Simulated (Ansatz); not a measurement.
**CHGe₂ (doublet): wB97M-V, B2PLYP, RPA-PBE over vertical spin and charge gaps and displaced geometries, cc-pVDZ**

How well do these functionals follow the top wave-function level for CHGe₂ (doublet) over vertical spin and charge gaps and displaced geometries?

Computed with Ansatz 0.2.0, Gaussian basis. Level: cc-pVDZ, all electrons in the functionals, frozen cores in the correlation of double hybrids and RPA.

The runs, in order: wB97M-V, B2PLYP, RPA-PBE, at charge 0, doublet; charge 0, quartet; charge 1, singlet; charge 1, triplet; displaced geometry v1; displaced geometry v2.

19 further runs of the same task are left out: 10 that didn't finish, 9 set aside as unsound or not needed. Runs told in other sessions of the task aren't counted.

**1. The system**

The geometry is a PBE0/def2-TZVP stationary point (not a proven minimum). No spin-orbit coupling is included. The filled d shell of Ge may be among the frozen orbitals whatever the setting's name suggests.

4 atoms, charge 0, spin multiplicity 2.

Atoms are counted from 1 here; the program's logs count them from 0.

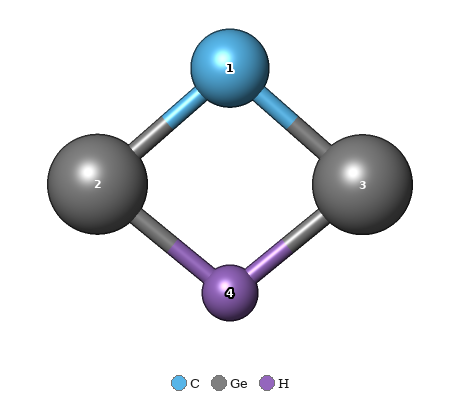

The structure; carbon blue, germanium grey, hydrogen purple; atoms are numbered from 1 in the order of the file.

As a file:

```
C     0.00000    1.14250    0.00000
Ge    0.00000   -0.08591    1.39513
Ge    0.00000   -0.08591   -1.39513
H     0.00000   -1.23176    0.00000
```

No dispersion term is added; wB97M-V holds VV10 nonlocal correlation.

The geometry shown and the zero of energy belong to the point charge 0, doublet. The yardstick, UCCSDT(Q), and other wave-function levels (R restricted, U unrestricted, valence and pair active spaces) come from earlier runs.

**2. wB97M-V, charge 0, doublet**

Contents of in.yaml:

```yaml
crystal:
  periodic: [false, false, false]
  atoms:
    - {symbol: C, position_ang: [0.000000, 1.142498, 0.000000]}
    - {symbol: Ge, position_ang: [0.000000, -0.085908, 1.395128]}
    - {symbol: Ge, position_ang: [0.000000, -0.085908, -1.395128]}
    - {symbol: H, position_ang: [0.000000, -1.231762, 0.000000]}
basis:
  gaussian: {orbitals: cc-pVDZ}
magnetization: {spin_polarized: true, initial_magnetization: 1}
hamiltonian: {xc: {name: wB97M-V}}
output: {orbitals: {seedname: orbitals}}
```

Launch:

```bash
$ ansatz run in.yaml --threads 1 --pin off --events-out ev --progress --plain --max-ram 2393MiB
```

The log of the run, cut to the lines that bear on the results:

```text
Functional definition: wB97M-V
  name "wB97M-V"
  cite "Mardirossian & Head-Gordon, J. Chem. Phys. 144, 214110 (2016) doi:10.1063/1.4952647"
  cite "Becke, J. Chem. Phys. 107, 8554 (1997) doi:10.1063/1.475007"
  cite "Vydrov & Van Voorhis, J. Chem. Phys. 133, 244103 (2010) doi:10.1063/1.3521275"
  # Of w^i u^j: cxij and so on, Table III.
[...]
  gx(w, u) = 1 - cx + cx01*u + cx10*w
  gss(w, u) = css00 + css04*u^4 + css10*w + css20*w^2 + css43*w^4*u^3
  gos(w, u) = cos00 + cos10*w + (cos20 + cos21*u)*w^2 + (cos60 + cos61*u)*w^6
[...]
      + integral(e_c_pw_mod_opposite_spin*gos(b97_w_opposite, b97_u_opposite)) + vv10(b, c)
835 factors; integrals over basis functions are off by at most 1.2e-3 eV
218 factors; integrals over basis functions are off by at most 2.2e-6 eV
[...]
mean field -114077.74899210 eV, -4192.2799507841 hartree, gradient 4.0e-5 eV, S^2 0.767170; 0 other end points of the search recorded, 0 dependent functions left out
reference -114077.74902527 eV, -4192.2799520032 hartree; 36, 35 occupied and 37, 38 virtual orbitals, 835 factors
Total energy: -114077.74902527 eV, -4192.2799520032 hartree
```

It took 13 s on 1 thread of Intel Xeon Platinum 8488C, shared host; peak memory 0.38 GiB.

From the report: ⟨S²⟩ of the determinant 0.767 (pure doublet: 0.75).

**3. wB97M-V, charge 0, quartet**

in.yaml, as its differences from that of step 2:

```diff
@@ -9,4 +9,4 @@
   gaussian: {orbitals: cc-pVDZ}
-magnetization: {spin_polarized: true, initial_magnetization: 1}
+magnetization: {spin_polarized: true, initial_magnetization: 3}
 hamiltonian: {xc: {name: wB97M-V}}
-output: {orbitals: {seedname: orbitals}}
+output: {forces: true, orbitals: {seedname: orbitals}}
```

Launched as before.

The log of the run, cut to the lines that bear on the results:

```text
Functional definition: wB97M-V
  name "wB97M-V"
  cite "Mardirossian & Head-Gordon, J. Chem. Phys. 144, 214110 (2016) doi:10.1063/1.4952647"
  cite "Becke, J. Chem. Phys. 107, 8554 (1997) doi:10.1063/1.475007"
  cite "Vydrov & Van Voorhis, J. Chem. Phys. 133, 244103 (2010) doi:10.1063/1.3521275"
  # Of w^i u^j: cxij and so on, Table III.
[...]
  gx(w, u) = 1 - cx + cx01*u + cx10*w
  gss(w, u) = css00 + css04*u^4 + css10*w + css20*w^2 + css43*w^4*u^3
  gos(w, u) = cos00 + cos10*w + (cos20 + cos21*u)*w^2 + (cos60 + cos61*u)*w^6
[...]
      + integral(e_c_pw_mod_opposite_spin*gos(b97_w_opposite, b97_u_opposite)) + vv10(b, c)
835 factors; integrals over basis functions are off by at most 1.2e-3 eV
218 factors; integrals over basis functions are off by at most 2.2e-6 eV
[...]
mean field -114074.89388073 eV, -4192.1750273765 hartree, gradient 2.5e-9 eV, S^2 3.769453; 6 other end points of the search recorded, 0 dependent functions left out
[...]
reference -114074.89391271 eV, -4192.1750285517 hartree; 37, 34 occupied and 36, 39 virtual orbitals, 835 factors
WARN: the results are in doubt because the forces break the atoms' symmetry
Total energy: -114074.89391271 eV, -4192.1750285517 hartree
Atom 0 at     0.000000     1.142498     0.000000 Å, force     0.000000     1.114500    -0.111507 eV/Å
Atom 1 at     0.000000    -0.085908     1.395128 Å, force    -0.000000    -0.678336     1.358931 eV/Å
Atom 2 at     0.000000    -0.085908    -1.395128 Å, force    -0.000000    -0.545995    -1.289015 eV/Å
Atom 3 at     0.000000    -1.231762     0.000000 Å, force    -0.000000     0.109831     0.041591 eV/Å
Dipole moment:    -0.000000    -0.199766    -0.006483 e Å
In doubt: the forces break the atoms' symmetry
```

Wall time 2 min (1 thread of Intel Xeon Platinum 8488C, shared host); peak memory 0.45 GiB.

From the report: ⟨S²⟩ of the determinant 3.769 (pure quartet: 3.75). Mind the lines of doubt at the end of the log.

From charge 0, doublet: +65.8 kcal/mol.

**4. wB97M-V, charge 1, singlet**

in.yaml, as its differences from that of step 3:

```diff
@@ -9,3 +9,4 @@
   gaussian: {orbitals: cc-pVDZ}
-magnetization: {spin_polarized: true, initial_magnetization: 3}
+total_charge: 1
+magnetization: {spin_polarized: true, initial_magnetization: 0}
 hamiltonian: {xc: {name: wB97M-V}}
```

The command is unchanged.

The log of the run, cut to the lines that bear on the results:

```text
Functional definition: wB97M-V
  name "wB97M-V"
  cite "Mardirossian & Head-Gordon, J. Chem. Phys. 144, 214110 (2016) doi:10.1063/1.4952647"
  cite "Becke, J. Chem. Phys. 107, 8554 (1997) doi:10.1063/1.475007"
  cite "Vydrov & Van Voorhis, J. Chem. Phys. 133, 244103 (2010) doi:10.1063/1.3521275"
  # Of w^i u^j: cxij and so on, Table III.
[...]
  gx(w, u) = 1 - cx + cx01*u + cx10*w
  gss(w, u) = css00 + css04*u^4 + css10*w + css20*w^2 + css43*w^4*u^3
  gos(w, u) = cos00 + cos10*w + (cos20 + cos21*u)*w^2 + (cos60 + cos61*u)*w^6
[...]
      + integral(e_c_pw_mod_opposite_spin*gos(b97_w_opposite, b97_u_opposite)) + vv10(b, c)
835 factors; integrals over basis functions are off by at most 1.2e-3 eV
218 factors; integrals over basis functions are off by at most 2.2e-6 eV
[...]
mean field -114068.66712044 eV, -4191.9461981565 hartree, gradient 2.7e-8 eV, S^2 0.563794; 8 other end points of the search recorded, 0 dependent functions left out
[...]
reference -114068.66715518 eV, -4191.9461994334 hartree; 35, 35 occupied and 38, 38 virtual orbitals, 835 factors
Total energy: -114068.66715518 eV, -4191.9461994334 hartree
Atom 0 at     0.000000     1.142498     0.000000 Å, force     0.000000    -0.602159    -0.000000 eV/Å
Atom 1 at     0.000000    -0.085908     1.395128 Å, force    -0.000000    -0.120284     2.135595 eV/Å
Atom 2 at     0.000000    -0.085908    -1.395128 Å, force     0.000000    -0.120284    -2.135595 eV/Å
Atom 3 at     0.000000    -1.231762     0.000000 Å, force    -0.000000     0.842728    -0.000000 eV/Å
Dipole moment:    -0.000000    -0.062722     0.000000 e Å
```

It took 67 s on 1 thread of Intel Xeon Platinum 8488C, shared host; peak memory 0.43 GiB.

From the report: ⟨S²⟩ of the determinant 0.564 (pure singlet: 0.00). The determinant of wB97M-V (⟨S²⟩ 0.56) is far from a pure spin state, so its energy mixes those of several spin states; that is harmless only where they are near-degenerate.

From charge 0, doublet: +209.4 kcal/mol.

**5. wB97M-V, charge 1, triplet**

in.yaml, as its differences from that of step 4:

```diff
@@ -10,3 +10,3 @@
 total_charge: 1
-magnetization: {spin_polarized: true, initial_magnetization: 0}
+magnetization: {spin_polarized: true, initial_magnetization: 2}
 hamiltonian: {xc: {name: wB97M-V}}
```

Same command.

The log of the run, cut to the lines that bear on the results:

```text
Functional definition: wB97M-V
  name "wB97M-V"
  cite "Mardirossian & Head-Gordon, J. Chem. Phys. 144, 214110 (2016) doi:10.1063/1.4952647"
  cite "Becke, J. Chem. Phys. 107, 8554 (1997) doi:10.1063/1.475007"
  cite "Vydrov & Van Voorhis, J. Chem. Phys. 133, 244103 (2010) doi:10.1063/1.3521275"
  # Of w^i u^j: cxij and so on, Table III.
[...]
  gx(w, u) = 1 - cx + cx01*u + cx10*w
  gss(w, u) = css00 + css04*u^4 + css10*w + css20*w^2 + css43*w^4*u^3
  gos(w, u) = cos00 + cos10*w + (cos20 + cos21*u)*w^2 + (cos60 + cos61*u)*w^6
[...]
      + integral(e_c_pw_mod_opposite_spin*gos(b97_w_opposite, b97_u_opposite)) + vv10(b, c)
835 factors; integrals over basis functions are off by at most 1.2e-3 eV
218 factors; integrals over basis functions are off by at most 2.2e-6 eV
[...]
mean field -114068.93565125 eV, -4191.9560664818 hartree, gradient 7.4e-6 eV, S^2 2.035145; 2 other end points of the search recorded, 0 dependent functions left out
[...]
reference -114068.93568589 eV, -4191.9560677547 hartree; 36, 34 occupied and 37, 39 virtual orbitals, 835 factors
Total energy: -114068.93568589 eV, -4191.9560677547 hartree
Atom 0 at     0.000000     1.142498     0.000000 Å, force     0.000000     1.397774    -0.000000 eV/Å
Atom 1 at     0.000000    -0.085908     1.395128 Å, force    -0.000000    -0.751652     0.557590 eV/Å
Atom 2 at     0.000000    -0.085908    -1.395128 Å, force     0.000000    -0.751652    -0.557590 eV/Å
Atom 3 at     0.000000    -1.231762     0.000000 Å, force    -0.000000     0.105530     0.000000 eV/Å
Dipole moment:     0.000000    -0.229670    -0.000000 e Å
```

Wall time 26 s (1 thread of Intel Xeon Platinum 8488C, shared host); peak memory 0.43 GiB.

From the report: ⟨S²⟩ of the determinant 2.035 (pure triplet: 2.00).

From charge 0, doublet: +203.2 kcal/mol.

**6. wB97M-V, displaced geometry v1**

Contents of in.yaml:

```yaml
crystal:
  periodic: [false, false, false]
  atoms:
    - {symbol: C, position_ang: [-0.020891, 1.130222, 0.029943]}
    - {symbol: Ge, position_ang: [-0.021724, -0.114326, 1.413918]}
    - {symbol: Ge, position_ang: [0.026240, -0.055016, -1.418952]}
    - {symbol: H, position_ang: [-0.076537, -1.263684, 0.005979]}
basis:
  gaussian: {orbitals: cc-pVDZ}
magnetization: {spin_polarized: true, initial_magnetization: 1}
hamiltonian: {xc: {name: wB97M-V}}
output: {orbitals: {seedname: orbitals}}
```

The command is unchanged.

The log of the run, cut to the lines that bear on the results:

```text
Functional definition: wB97M-V
  name "wB97M-V"
  cite "Mardirossian & Head-Gordon, J. Chem. Phys. 144, 214110 (2016) doi:10.1063/1.4952647"
  cite "Becke, J. Chem. Phys. 107, 8554 (1997) doi:10.1063/1.475007"
  cite "Vydrov & Van Voorhis, J. Chem. Phys. 133, 244103 (2010) doi:10.1063/1.3521275"
  # Of w^i u^j: cxij and so on, Table III.
[...]
  gx(w, u) = 1 - cx + cx01*u + cx10*w
  gss(w, u) = css00 + css04*u^4 + css10*w + css20*w^2 + css43*w^4*u^3
  gos(w, u) = cos00 + cos10*w + (cos20 + cos21*u)*w^2 + (cos60 + cos61*u)*w^6
[...]
      + integral(e_c_pw_mod_opposite_spin*gos(b97_w_opposite, b97_u_opposite)) + vv10(b, c)
834 factors; integrals over basis functions are off by at most 1.3e-3 eV
216 factors; integrals over basis functions are off by at most 4.4e-6 eV
[...]
mean field -114077.73226558 eV, -4192.2793360958 hartree, gradient 5.8e-5 eV, S^2 0.767627; 0 other end points of the search recorded, 0 dependent functions left out
reference -114077.73229885 eV, -4192.2793373184 hartree; 36, 35 occupied and 37, 38 virtual orbitals, 834 factors
Total energy: -114077.73229885 eV, -4192.2793373184 hartree
```

Run time: 14 s. Hardware: 1 thread of Intel Xeon Platinum 8488C, shared host; peak memory 0.38 GiB.

From the report: ⟨S²⟩ of the determinant 0.768 (pure doublet: 0.75).

From charge 0, doublet: +0.4 kcal/mol.

**7. wB97M-V, displaced geometry v2**

Contents of in.yaml:

```yaml
crystal:
  periodic: [false, false, false]
  atoms:
    - {symbol: C, position_ang: [0.116188, 1.150197, -0.007024]}
    - {symbol: Ge, position_ang: [-0.048686, -0.069835, 1.399698]}
    - {symbol: Ge, position_ang: [0.027934, -0.102259, -1.398739]}
    - {symbol: H, position_ang: [0.111043, -1.303383, 0.014603]}
basis:
  gaussian: {orbitals: cc-pVDZ}
magnetization: {spin_polarized: true, initial_magnetization: 1}
hamiltonian: {xc: {name: wB97M-V}}
output: {forces: true, orbitals: {seedname: orbitals}}
```

Launched as before.

The log of the run, cut to the lines that bear on the results:

```text
Functional definition: wB97M-V
  name "wB97M-V"
  cite "Mardirossian & Head-Gordon, J. Chem. Phys. 144, 214110 (2016) doi:10.1063/1.4952647"
  cite "Becke, J. Chem. Phys. 107, 8554 (1997) doi:10.1063/1.475007"
  cite "Vydrov & Van Voorhis, J. Chem. Phys. 133, 244103 (2010) doi:10.1063/1.3521275"
  # Of w^i u^j: cxij and so on, Table III.
[...]
  gx(w, u) = 1 - cx + cx01*u + cx10*w
  gss(w, u) = css00 + css04*u^4 + css10*w + css20*w^2 + css43*w^4*u^3
  gos(w, u) = cos00 + cos10*w + (cos20 + cos21*u)*w^2 + (cos60 + cos61*u)*w^6
[...]
      + integral(e_c_pw_mod_opposite_spin*gos(b97_w_opposite, b97_u_opposite)) + vv10(b, c)
834 factors; integrals over basis functions are off by at most 1.3e-3 eV
217 factors; integrals over basis functions are off by at most 2.6e-6 eV
[...]
mean field -114077.71896896 eV, -4192.2788474540 hartree, gradient 4.3e-5 eV, S^2 0.768268; 2 other end points of the search recorded, 0 dependent functions left out
[...]
reference -114077.71900215 eV, -4192.2788486739 hartree; 36, 35 occupied and 37, 38 virtual orbitals, 834 factors
Total energy: -114077.71900215 eV, -4192.2788486739 hartree
Atom 0 at     0.116188     1.150197    -0.007024 Å, force    -0.118981    -0.473253    -0.063594 eV/Å
Atom 1 at    -0.048686    -0.069835     1.399698 Å, force     0.122925     0.001689    -0.308390 eV/Å
Atom 2 at     0.027934    -0.102259    -1.398739 Å, force     0.110282     0.061624     0.384578 eV/Å
Atom 3 at     0.111043    -1.303383     0.014603 Å, force    -0.114227     0.409940    -0.012594 eV/Å
Dipole moment:    -0.045115    -0.124215    -0.001305 e Å
```

Wall time 17 s (1 thread of Intel Xeon Platinum 8488C, shared host); peak memory 0.38 GiB.

From the report: ⟨S²⟩ of the determinant 0.768 (pure doublet: 0.75).

From charge 0, doublet: +0.7 kcal/mol.

**8. B2PLYP, charge 0, doublet**

Contents of in.yaml:

```yaml
crystal:
  periodic: [false, false, false]
  atoms:
    - {symbol: C, position_ang: [0.000000, 1.142498, 0.000000]}
    - {symbol: Ge, position_ang: [0.000000, -0.085908, 1.395128]}
    - {symbol: Ge, position_ang: [0.000000, -0.085908, -1.395128]}
    - {symbol: H, position_ang: [0.000000, -1.231762, 0.000000]}
basis:
  gaussian: {orbitals: cc-pVDZ}
magnetization: {spin_polarized: true, initial_magnetization: 1}
hamiltonian: {xc: {name: B2PLYP}}
correlation: {electrons: outside_noble_gas}
```

The command is unchanged.

The log of the run, cut to the lines that bear on the results:

```text
Functional definition: B2PLYP
  name "B2PLYP"
  cite "Grimme, J. Chem. Phys. 124, 034108 (2006) doi:10.1063/1.2148954"
  cite "Becke, Phys. Rev. A 38, 3098 (1988) doi:10.1103/PhysRevA.38.3098"
  cite "Lee, Yang & Parr, Phys. Rev. B 37, 785 (1988) doi:10.1103/PhysRevB.37.785"
[...]
835 factors; integrals over basis functions are off by at most 1.2e-3 eV
[...]
mean field -114058.00310645 eV, -4191.5543028707 hartree, gradient 4.3e-6 eV, S^2 0.779438; 0 other end points of the search recorded, 0 dependent functions left out
29 core orbitals not correlated: weight in the atoms' cores, before any rotation towards them, 0.997 or more for the frozen orbitals, at most 0.002 for the correlated occupied ones
reference -114058.00322626 eV, -4191.5543072738 hartree; 7, 6 occupied and 37, 38 virtual orbitals, 835 factors
second order -9.59212169 eV of doubles, -0.00000000 eV of singles
Total energy: -114060.59309912 eV, -4191.6494833458 hartree
```

Run time: 4.1 s. Hardware: 1 thread of Intel Xeon Platinum 8488C, shared host.

From the report: ⟨S²⟩ of the determinant 0.779 (pure doublet: 0.75).

**9. B2PLYP, charge 0, quartet**

in.yaml, as its differences from that of step 8:

```diff
@@ -9,3 +9,3 @@
   gaussian: {orbitals: cc-pVDZ}
-magnetization: {spin_polarized: true, initial_magnetization: 1}
+magnetization: {spin_polarized: true, initial_magnetization: 3}
 hamiltonian: {xc: {name: B2PLYP}}
```

Launched as before.

The log of the run, cut to the lines that bear on the results:

```text
Functional definition: B2PLYP
  name "B2PLYP"
  cite "Grimme, J. Chem. Phys. 124, 034108 (2006) doi:10.1063/1.2148954"
  cite "Becke, Phys. Rev. A 38, 3098 (1988) doi:10.1103/PhysRevA.38.3098"
  cite "Lee, Yang & Parr, Phys. Rev. B 37, 785 (1988) doi:10.1103/PhysRevB.37.785"
[...]
835 factors; integrals over basis functions are off by at most 1.2e-3 eV
[...]
mean field -114055.35897635 eV, -4191.4571328819 hartree, gradient 7.4e-9 eV, S^2 3.767073; 7 other end points of the search recorded, 0 dependent functions left out
29 core orbitals not correlated: weight in the atoms' cores, before any rotation towards them, 0.995 or more for the frozen orbitals, at most 0.003 for the correlated occupied ones
reference -114055.35909950 eV, -4191.4571374077 hartree; 8, 5 occupied and 36, 39 virtual orbitals, 835 factors
second order -8.21199061 eV of doubles, -0.00000000 eV of singles
Total energy: -114057.57633697 eV, -4191.5386193816 hartree
```

It took 29 s on 1 thread of Intel Xeon Platinum 8488C, shared host; peak memory 0.37 GiB.

From the report: ⟨S²⟩ of the determinant 3.767 (pure quartet: 3.75).

From charge 0, doublet: +69.6 kcal/mol.

**10. B2PLYP, charge 1, singlet**

in.yaml, as its differences from that of step 9:

```diff
@@ -9,3 +9,4 @@
   gaussian: {orbitals: cc-pVDZ}
-magnetization: {spin_polarized: true, initial_magnetization: 3}
+total_charge: 1
+magnetization: {spin_polarized: true, initial_magnetization: 0}
 hamiltonian: {xc: {name: B2PLYP}}
```

Same command.

The log of the run, cut to the lines that bear on the results:

```text
Functional definition: B2PLYP
  name "B2PLYP"
  cite "Grimme, J. Chem. Phys. 124, 034108 (2006) doi:10.1063/1.2148954"
  cite "Becke, Phys. Rev. A 38, 3098 (1988) doi:10.1103/PhysRevA.38.3098"
  cite "Lee, Yang & Parr, Phys. Rev. B 37, 785 (1988) doi:10.1103/PhysRevB.37.785"
[...]
835 factors; integrals over basis functions are off by at most 1.2e-3 eV
[...]
mean field -114049.18617813 eV, -4191.2302867315 hartree, gradient 8.7e-9 eV, S^2 0.824451; 10 other end points of the search recorded, 0 dependent functions left out
29 core orbitals not correlated: weight in the atoms' cores, before any rotation towards them, 0.998 or more for the frozen orbitals, at most 0.002 for the correlated occupied ones
reference -114049.18630517 eV, -4191.2302914000 hartree; 6, 6 occupied and 38, 38 virtual orbitals, 835 factors
second order -8.15188337 eV of doubles, -0.00000000 eV of singles
Total energy: -114051.38731368 eV, -4191.3111769708 hartree
```

It took 35 s on 1 thread of Intel Xeon Platinum 8488C, shared host; peak memory 0.36 GiB.

From the report: ⟨S²⟩ of the determinant 0.824 (pure singlet: 0.00). The determinant of B2PLYP (⟨S²⟩ 0.82) is far from a pure spin state, so its energy mixes those of several spin states; that is harmless only where they are near-degenerate.

From charge 0, doublet: +212.3 kcal/mol.

**11. B2PLYP, charge 1, triplet**

in.yaml, as its differences from that of step 10:

```diff
@@ -10,3 +10,3 @@
 total_charge: 1
-magnetization: {spin_polarized: true, initial_magnetization: 0}
+magnetization: {spin_polarized: true, initial_magnetization: 2}
 hamiltonian: {xc: {name: B2PLYP}}
```

Same command.

The log of the run, cut to the lines that bear on the results:

```text
Functional definition: B2PLYP
  name "B2PLYP"
  cite "Grimme, J. Chem. Phys. 124, 034108 (2006) doi:10.1063/1.2148954"
  cite "Becke, Phys. Rev. A 38, 3098 (1988) doi:10.1103/PhysRevA.38.3098"
  cite "Lee, Yang & Parr, Phys. Rev. B 37, 785 (1988) doi:10.1103/PhysRevB.37.785"
[...]
835 factors; integrals over basis functions are off by at most 1.2e-3 eV
[...]
mean field -114049.54154671 eV, -4191.2433462857 hartree, gradient 1.9e-6 eV, S^2 2.067808; 6 other end points of the search recorded, 0 dependent functions left out
29 core orbitals not correlated: weight in the atoms' cores, before any rotation towards them, 0.997 or more for the frozen orbitals, at most 0.003 for the correlated occupied ones
reference -114049.54167506 eV, -4191.2433510025 hartree; 7, 5 occupied and 37, 39 virtual orbitals, 835 factors
second order -8.21264064 eV of doubles, -0.00000000 eV of singles
Total energy: -114051.75908803 eV, -4191.3248394263 hartree
```

It took 19 s on 1 thread of Intel Xeon Platinum 8488C, shared host; peak memory 0.36 GiB.

From the report: ⟨S²⟩ of the determinant 2.068 (pure triplet: 2.00).

From charge 0, doublet: +203.7 kcal/mol.

[end of part 1 of 2]
